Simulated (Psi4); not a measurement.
**Frequency calculation of SiO (part 1 of 3)**

- system: SiO, SMILES O=[Si]
- method: PBE/def2-SVP, RKS, dispersion D3(BJ) (Psi4 1.11)

The geometry was optimised with PBE/def2-SVP.

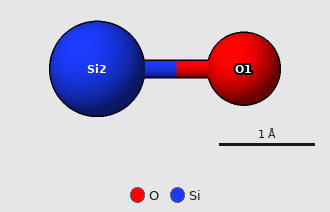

The input geometry (ball-and-stick view, seen on its broad side; atoms are numbered from 1 in the order of the input).

**Input (job.dat)**
```
memory 1600 MB

molecule molecule1 {
  0 1
  O     -0.660372     0.238608    -0.333948
  Si     0.651947    -0.235564     0.329687
  units angstrom
}

set basis def2-SVP
set reference rks
set t 500.0
set rotational_symmetry_number 1

E = freq('pbe-d3(bj)')
print_variables()
```

Launched with:
```bash
psi4 -n 1 job.dat job.out
```

**The program's output**
```
Psi4 1.11 release

         ----------------------------------------------------------
                                   FINDIF
         ----------------------------------------------------------

  Using finite-differences of gradients to determine vibrational frequencies and
  normal modes. Resulting frequencies are only valid at stationary points.
    Generating geometries for use with 3-point formula.
    Displacement size will be 5.00e-03.
    Number of atoms is 2.
    Number of irreps is 4.
    Number of SALCs is 3.
    Translations projected? 1. Rotations projected? 0.
    Index of SALCs per irrep:
      1 :  0
      2 :
      3 :  1
      4 :  2
    Number of SALCs per irrep:
      Irrep 1: 1
      Irrep 2: 0
      Irrep 3: 1
      Irrep 4: 1
    Number of geometries (including reference) is 5.
    Number of displacements per irrep:
      Irrep 1: 2
      Irrep 2: 0
      Irrep 3: 1
      Irrep 4: 1
 5 displacements needed ...

  //>>>>>>>>>>>>>>>>>>>>>>>>>>>>>>>>>>>//
  //    FiniteDifference Computations  //
  //<<<<<<<<<<<<<<<<<<<<<<<<<<<<<<<<<<<//

    -----------------------------------------------------------------------
                               Psi4 1.11 release

    h
    h
    h

    -----------------------------------------------------------------------

    Memory:     1.5 GiB
    Threads:    1
                ecpint, einsums, f̶o̶r̶t̶e̶, gauxc, gcp, g̶d̶m̶a̶, geometric, g̶p̶u̶_̶d̶f̶c̶c̶,
                i̶n̶t̶e̶g̶r̶a̶t̶o̶r̶x̶x̶, i̶p̶i̶, libefp, m̶d̶i̶, m̶p̶2̶d̶, m̶r̶c̶c̶, ooo,
                o̶p̶e̶n̶f̶e̶r̶m̶i̶o̶n̶p̶s̶i̶4̶, pcmsolver, p̶s̶i̶4̶f̶o̶c̶k̶c̶i̶, p̶s̶i̶x̶a̶s̶,
                p̶y̶e̶i̶n̶s̶u̶m̶s̶, r̶e̶s̶p̶, s̶i̶m̶i̶n̶t̶, s̶n̶s̶m̶p̶2̶,
                v̶2̶r̶d̶m̶_̶c̶a̶s̶s̶c̶f̶

gradient() will perform analytic gradient computation.

   => Loading Basis Set <=

    Name: DEF2-SVP
    Role: ORBITAL
    Keyword: BASIS

   => PBE-D3(BJ): Empirical Dispersion <=

        s6 =       1.000000
        s8 =       0.787500
        a1 =       0.428900
        a2 =       4.440700

         ---------------------------------------------------------
                                   SCF
                              RKS Reference
                        1 Threads,   1525 MiB Core
         ---------------------------------------------------------

  ==> Geometry <==

    Molecular point group: c2v
    Full point group: C_inf_v

    Geometry (in Bohr), charge = 0, multiplicity = 1:

       Center              X                  Y                   Z               Mass
    ------------   -----------------  -----------------  -----------------  -----------------
         O            0.000000000000     0.000000000000    -1.857760366117    15.994914619570
         SI          -0.000000000000     0.000000000000     1.062115182769    27.976926534650

  Running in c2v symmetry.

  Rotational constants: A = ************  B =      0.69384  C =      0.69384 [cm^-1]
  Rotational constants: A = ************  B =  20800.74898  C =  20800.74898 [MHz]
  Nuclear repulsion =   38.357799202334199

  Charge       = 0
  Multiplicity = 1
  Electrons    = 22
  Nalpha       = 11
  Nbeta        = 11

  ==> Algorithm <==

  SCF Algorithm Type is DF.
  DIIS enabled.
  MOM disabled.
  Fractional occupation disabled.
  Guess Type is SAD.
  Energy threshold   = 1.00e-08
  Density threshold  = 1.00e-08
  Integral threshold = 1.00e-12

  ==> Primary Basis <==

  Basis Set: DEF2-SVP
    Blend: DEF2-SVP
    Number of shells: 14
    Number of basis functions: 32
    Number of Cartesian functions: 34
    Spherical Harmonics?: true
    Max angular momentum: 2

  ==> DFT Potential <==

   => LibXC <=

    Version 7.1.2

   => Composite Functional: PBE-D3BJ2B <=

    PBE GGA Exchange-Correlation Functional

    Deriv               =              1
    GGA                 =           TRUE
    Meta                =          FALSE

    Exchange Hybrid     =          FALSE
    MP2 Hybrid          =          FALSE

   => Exchange Functionals <=

    1.0000     XC_GGA_X_PBE

   => Correlation Functionals <=

    1.0000     XC_GGA_C_PBE

   => LibXC Density Thresholds  <==

    XC_GGA_C_PBE:  1.00E-12
    XC_GGA_X_PBE:  1.00E-15

   => Molecular Quadrature <=

    Radial Scheme          =       TREUTLER
    Pruning Scheme         =           NONE
    Nuclear Scheme         =       TREUTLER

    Blocking Scheme        =         OCTREE
    BS radius alpha        =              1
    Pruning alpha          =              1
    Radial Points          =             75
    Spherical Points       =            302
    Total Points           =          42715
    Total Blocks           =            395
    Max Points             =            256
    Max Functions          =             32
    Weights Tolerance      =       1.00E-15

   => Loading Basis Set <=

    Name: (DEF2-SVP AUX)
    Role: JKFIT
    Keyword: DF_BASIS_SCF

  ==> Integral Setup <==

  DFHelper Memory: AOs need 0.002 GiB; user supplied 1.082 GiB.
  SCF_SUBTYPE=INCORE selected. In-core MEM_DF algorithm will be used.
  Using in-core AOs.

  ==> MemDFJK: Density-Fitted J/K Matrices <==

    J tasked:                   Yes
    K tasked:                    No
    wK tasked:                   No
    Memory [MiB]:              1107
    Algorithm:                 Core
    Schwarz Cutoff:           1E-12
    Mask sparsity (%):       0.1953
    Fitting Condition:        1E-10

   => Auxiliary Basis Set <=

  Basis Set: (DEF2-SVP AUX)
    Blend: DEF2-UNIVERSAL-JKFIT
    Number of shells: 63
    Number of basis functions: 205
    Number of Cartesian functions: 248
    Spherical Harmonics?: true
    Max angular momentum: 4

  Cached 100.0% of DFT collocation blocks in 0.036 [GiB].

  Minimum eigenvalue in the overlap matrix is 2.9594655360E-02.
  Reciprocal condition number of the overlap matrix is 9.3843601088E-03.
    Using symmetric orthogonalization.

  ==> Pre-Iterations <==

  SCF Guess: Superposition of Atomic Densities via on-the-fly atomic UHF (no occupation information).

   -------------------------
    Irrep   Nso     Nmo
   -------------------------
     A1        16      16
     A2         2       2
     B1         7       7
     B2         7       7
   -------------------------
    Total      32      32
   -------------------------

  ==> Iterations <==

                           Total Energy        Delta E     RMS |[F,P]|

   @DF-RKS iter SAD:  -363.86820249944134   -3.63868e+02   0.00000e+00
   @DF-RKS iter   1:  -364.01182628293253   -1.43624e-01   4.55918e-02 ADIIS/DIIS
   @DF-RKS iter   2:  -358.77439601763029    5.23743e+00   1.29572e-01 ADIIS
   @DF-RKS iter   3:  -363.50736168526970   -4.73297e+00   7.08504e-02 ADIIS/DIIS
   @DF-RKS iter   4:  -364.32572305963288   -8.18361e-01   1.17794e-02 ADIIS/DIIS
   @DF-RKS iter   5:  -364.34387441798668   -1.81514e-02   1.83496e-03 ADIIS/DIIS
   @DF-RKS iter   6:  -364.34452452998460   -6.50112e-04   4.20883e-04 ADIIS/DIIS
   @DF-RKS iter   7:  -364.34455175024596   -2.72203e-05   7.36643e-05 DIIS
   @DF-RKS iter   8:  -364.34455280792218   -1.05768e-06   6.05291e-06 DIIS
   @DF-RKS iter   9:  -364.34455281413295   -6.21077e-09   4.67454e-07 DIIS
   @DF-RKS iter  10:  -364.34455281416399   -3.10365e-11   4.49266e-08 DIIS
   @DF-RKS iter  11:  -364.34455281416422   -2.27374e-13   5.54209e-09 DIIS
  Energy and wave function converged.

  ==> Post-Iterations <==

   Electrons on quadrature grid:
      Ntotal   =   22.0000061896 ; deviation = 6.190e-06

    Orbital Energies [Eh]
    ---------------------

    Doubly Occupied:

       1A1   -65.431404     2A1   -18.749079     3A1    -5.089216
       1B1    -3.505671     1B2    -3.505671     4A1    -3.499093
       5A1    -0.838906     6A1    -0.386534     2B2    -0.288272
       2B1    -0.288272     7A1    -0.266938

    Virtual:

       3B1    -0.096743     3B2    -0.096743     8A1     0.027018
       9A1     0.157586     4B1     0.361493     4B2     0.361493
       1A2     0.395442    10A1     0.395443    11A1     0.416605
       5B1     0.476419     5B2     0.476419    12A1     0.756900
       6B2     0.968664     6B1     0.968664    13A1     1.013193
      14A1     1.164985    15A1     2.546963     2A2     2.546989
       7B2     2.677585     7B1     2.677585    16A1     3.128419

    Final Occupation by Irrep:
             A1    A2    B1    B2
    DOCC [     7,    0,    2,    2 ]
    NA   [     7,    0,    2,    2 ]
    NB   [     7,    0,    2,    2 ]

  @DF-RKS Final Energy:  -364.34455281416422

   => Energetics <=

    Nuclear Repulsion Energy =             38.3577992023341992
    One-Electron Energy =                -580.9639985753811970
    Two-Electron Energy =                 207.4570181104448920
    DFT Exchange-Correlation Energy =     -29.1947159817094644
    Empirical Dispersion Energy =          -0.0006555698526148
    VV10 Nonlocal Energy =                  0.0000000000000000
    Total Energy =                       -364.3445528141642171

Computation Completed

Properties will be evaluated at   0.000000,   0.000000,   0.000000 [a0]

Properties computed using the SCF density matrix

 Multipole Moments:

 ------------------------------------------------------------------------------------
     Multipole            Electronic (a.u.)      Nuclear  (a.u.)        Total (a.u.)
 ------------------------------------------------------------------------------------

 L = 1.  Multiply by 2.5417464519 to convert [e a0] to [Debye]
 Dipole X            :          0.0000000            0.0000000            0.0000000
 Dipole Y            :          0.0000000           -0.0000000           -0.0000000
 Dipole Z            :          0.9410309            0.0075296            0.9485606
 Magnitude           :                                                    0.9485606

 ------------------------------------------------------------------------------------

	total time  =          1 seconds =       0.02 minutes

         ------------------------------------------------------------
                                   SCF GRAD
         ------------------------------------------------------------

  ==> Geometry <==

    Molecular point group: c2v
    Full point group: C_inf_v

    Geometry (in Bohr), charge = 0, multiplicity = 1:

       Center              X                  Y                   Z               Mass
    ------------   -----------------  -----------------  -----------------  -----------------
         O            0.000000000000    -0.000000000000    -1.857760366117    15.994914619570
         SI           0.000000000000     0.000000000000     1.062115182769    27.976926534650

  Nuclear repulsion =   38.357799202334199

  ==> Basis Set <==

  Basis Set: DEF2-SVP
    Blend: DEF2-SVP
    Number of shells: 14
    Number of basis functions: 32
    Number of Cartesian functions: 34
    Spherical Harmonics?: true
    Max angular momentum: 2

  ==> DFJKGrad: Density-Fitted SCF Gradients <==

    Gradient:                    1
    J tasked:                  Yes
    K tasked:                   No
    wK tasked:                  No
    Integrals threads:           1
    Memory [MiB]:             1144
    Schwarz Cutoff:          1E-12
    Fitting Condition:       1E-10

   => Auxiliary Basis Set <=

  Basis Set: (DEF2-SVP AUX)
    Blend: DEF2-UNIVERSAL-JKFIT
    Number of shells: 63
    Number of basis functions: 205
    Number of Cartesian functions: 248
    Spherical Harmonics?: true
    Max angular momentum: 4

   => Molecular Quadrature <=

    Radial Scheme          =       TREUTLER
    Pruning Scheme         =           NONE
    Nuclear Scheme         =       TREUTLER

    Blocking Scheme        =         OCTREE
    BS radius alpha        =              1
    Pruning alpha          =              1
    Radial Points          =             75
    Spherical Points       =            302
    Total Points           =          42715
    Total Blocks           =            395
    Max Points             =            256
    Max Functions          =             32
    Weights Tolerance      =       1.00E-15

  -Total Gradient:
     Atom            X                  Y                   Z
    ------   -----------------  -----------------  -----------------
       1        0.000000000000    -0.000000000000     0.000080742660
       2        0.000000000000    -0.000000000000    -0.000054551677

	total time  =          0 seconds =       0.00 minutes

    Psi4 run time: 0:00:01.36

    -----------------------------------------------------------------------
                               Psi4 1.11 release

    h
    h
    h

    -----------------------------------------------------------------------

    Memory:     1.5 GiB
    Threads:    1
                ecpint, einsums, f̶o̶r̶t̶e̶, gauxc, gcp, g̶d̶m̶a̶, geometric, g̶p̶u̶_̶d̶f̶c̶c̶,
                i̶n̶t̶e̶g̶r̶a̶t̶o̶r̶x̶x̶, i̶p̶i̶, libefp, m̶d̶i̶, m̶p̶2̶d̶, m̶r̶c̶c̶, ooo,
                o̶p̶e̶n̶f̶e̶r̶m̶i̶o̶n̶p̶s̶i̶4̶, pcmsolver, p̶s̶i̶4̶f̶o̶c̶k̶c̶i̶, p̶s̶i̶x̶a̶s̶,
                p̶y̶e̶i̶n̶s̶u̶m̶s̶, r̶e̶s̶p̶, s̶i̶m̶i̶n̶t̶, s̶n̶s̶m̶p̶2̶,
                v̶2̶r̶d̶m̶_̶c̶a̶s̶s̶c̶f̶

gradient() will perform analytic gradient computation.

  ==> Geometry <==

    Molecular point group: c2v
    Full point group: C_inf_v

    Geometry (in Bohr), charge = 0, multiplicity = 1:

       Center              X                  Y                   Z               Mass
    ------------   -----------------  -----------------  -----------------  -----------------
         O            0.000000000000    -0.000000000000    -1.858757587810    15.994914619570
         SI           0.000000000000     0.000000000000     1.062685312437    27.976926534650

  Running in c2v symmetry.

  Rotational constants: A = ************  B =      0.69309  C =      0.69309 [cm^-1]
  Rotational constants: A = ************  B =  20778.43580  C =  20778.43580 [MHz]
  Nuclear repulsion =   38.337220279238878

  Charge       = 0
  Multiplicity = 1
  Electrons    = 22
  Nalpha       = 11
  Nbeta        = 11

   => Molecular Quadrature <=

    Radial Scheme          =       TREUTLER
    Pruning Scheme         =           NONE
    Nuclear Scheme         =       TREUTLER

    Blocking Scheme        =         OCTREE
    BS radius alpha        =              1
    Pruning alpha          =              1
    Radial Points          =             75
    Spherical Points       =            302
    Total Points           =          42715
    Total Blocks           =            396
    Max Points             =            256
    Max Functions          =             32
    Weights Tolerance      =       1.00E-15

   => Auxiliary Basis Set <=

  Basis Set: (DEF2-SVP AUX)
    Blend: DEF2-UNIVERSAL-JKFIT
    Number of shells: 63
    Number of basis functions: 205
    Number of Cartesian functions: 248
    Spherical Harmonics?: true
    Max angular momentum: 4

  Cached 100.0% of DFT collocation blocks in 0.036 [GiB].

  Minimum eigenvalue in the overlap matrix is 2.9666014337E-02.
  Reciprocal condition number of the overlap matrix is 9.4090173850E-03.
    Using symmetric orthogonalization.

  ==> Iterations <==

                           Total Energy        Delta E     RMS |[F,P]|
```
